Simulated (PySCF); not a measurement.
**UM06-2X/STO-3G run of BF2 (SMILES F[B]F)**

Aim: the energy change on altering one bond length of BF2 at UM06-2X/STO-3G, from 2 runs. The job is set up through a Python script.

The results are computed with PySCF 2.14.0.

13 further runs of the same task are left out: 4 that didn't finish, 9 set aside as unsound or not needed.

**1. The system as given**

The species is BF2 (3 atoms), meant as a doublet with charge 0. As SMILES, `F[B]F`. Geometry: relaxed at PBE0-D4/def2-TZVP.

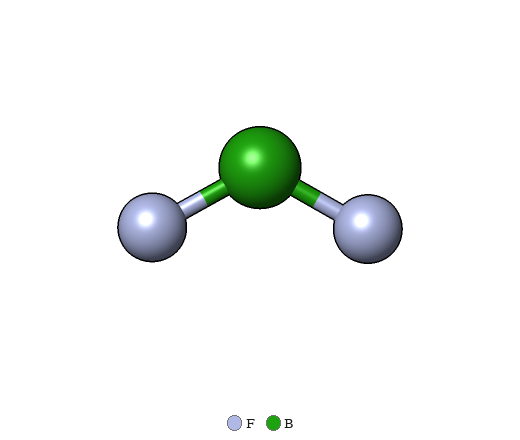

Viewed from a chosen angle; fluorine light blue, boron green.

**2. A single-point energy at UM06-2X/STO-3G**

Input file run.py:

```python
from pyscf import gto, dft

system = gto.M(
    atom=[
    ('F', (0.513100, -1.044300, 0.160000)),
    ('B', (0.279000, 0.240500, 0.181300)),
    ('F', (-0.802900, 0.738900, -0.354600)),
],
    verbose=3,
    basis='sto-3g',
    charge=0,
    spin=1,
    max_memory=1860,
)

mf = dft.UKS(system, xc='m06-2x')
mf.conv_tol = 1e-10
mf.grids.level = 5
mf.kernel()
if not mf.converged:
    mf = mf.newton().run(mf.mo_coeff, mf.mo_occ)

etot = mf.e_tot
print(f'total energy: {etot:.8f} hartree')
```

Started as:

```bash
OMP_NUM_THREADS=1 python run.py
```

Output:

```text
WARN: HOMO -0.0941334645492807 >= LUMO -0.0941334645492808

converged SCF energy = -221.353345296104  <S^2> = 0.75261147  2S+1 = 2.0026098
total energy: -221.35334530 hartree
```

Run time: 3.9 s. Hardware: 1 thread of Arm Neoverse V2, shared host; peak memory 0.19 GiB.

**3. The distorted shape**

Input file input.py:

```python
from pyscf import gto, dft

mol = gto.M(
    atom='''
F        0.700375      -2.072112       0.142960
B        0.279000       0.240500       0.181300
F       -0.802900       0.738900      -0.354600
''',
    verbose=3,
    spin=1,
    max_memory=1860,
    charge=0,
    basis='sto-3g',
)

ks = dft.UKS(mol, xc='m06-2x')
ks.grids.level = 5
ks.conv_tol = 1e-10
ks.kernel()
if not ks.converged:
    ks = ks.newton().run(ks.mo_coeff, ks.mo_occ)

etot = ks.e_tot
print('E = %.10f Eh' % etot)
```

Started as:

```bash
OMP_NUM_THREADS=1 python input.py
```

Output:

```text
WARN: HOMO -0.233043584796122 >= LUMO -0.233043584796121

converged SCF energy = -221.170821975106  <S^2> = 0.77235866  2S+1 = 2.0222351
E = -221.1708219751 Eh
```

Wall time 7.8 s (1 thread of Arm Neoverse V2, shared host); peak memory 0.19 GiB.

**4. Results**

Level: UM06-2X/STO-3G.

| quantity | value |
| --- | --- |
| first shape: total energy | -221.35335 Eh |
| first shape: dipole moment | 0.00 D |
| first shape: HOMO energy (highest over α and β) | -3.93 eV |
| first shape: LUMO energy (lowest over α and β) | 4.50 eV |
| first shape: ⟨S²⟩ | 0.753 |
| distorted shape: total energy | -221.17082 Eh |
| distorted shape: dipole moment | 1.48 D |
| distorted shape: HOMO energy (highest over α and β) | -5.33 eV |
| distorted shape: LUMO energy (lowest over α and β) | 2.70 eV |
| distorted shape: ⟨S²⟩ | 0.772 |
| energy change with the F1–B2 bond stretched from 1.306 to 2.351 Å | 4.967 eV |

With the F1–B2 bond stretched from 1.306 to 2.351 Å the energy rises by 4.97 eV (479 kJ/mol). The first shape isn't relaxed at this level, so the change isn't measured from a minimum. The minimal basis adds a large error of its own. Mulliken charges (first shape) run from -0.13 on F1 to +0.25 on B2. Mulliken charges (distorted shape) run from -0.08 on F3 to +0.11 on B2.
